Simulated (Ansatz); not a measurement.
```xyz
6

H    -0.7419    0.5395    0.8635
C     0.5381   -0.4325   -0.4635
Cl    0.1773    0.3081   -1.9327
Cl   -1.4999    1.0860    1.7643
H     1.4293   -0.0986    0.0492
H     0.0970   -1.4024   -0.2808
```

The product side of a reaction path; geometry: PBE0-D4/def2-TZVP.

Theory: UKS PBE0-D4/def2-TZVPP in Ansatz 0.2.0.

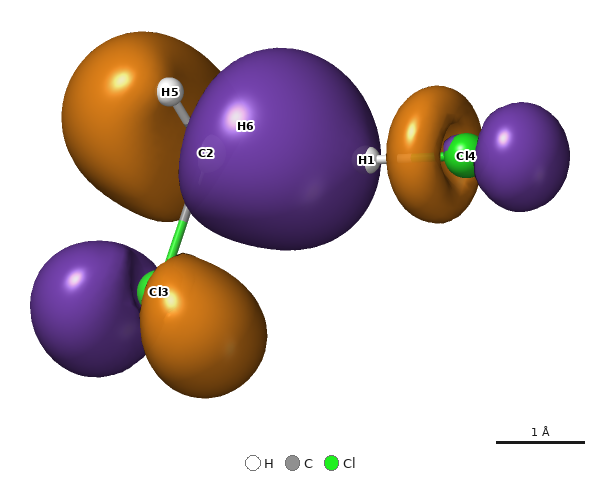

HCl···CH2Cl (doublet). The LUMO (β) at ±0.1 Å⁻³ᐟ² (orange and purple are the two phases), seen at a tilt.

### What is the character of this orbital?

Its weight (Hirshfeld) is mainly on C2 (about 50 %), Cl3 (about 20 %), Cl4 (about 10 %) and H1 (about 5 %). Its energy is −2.88 eV.
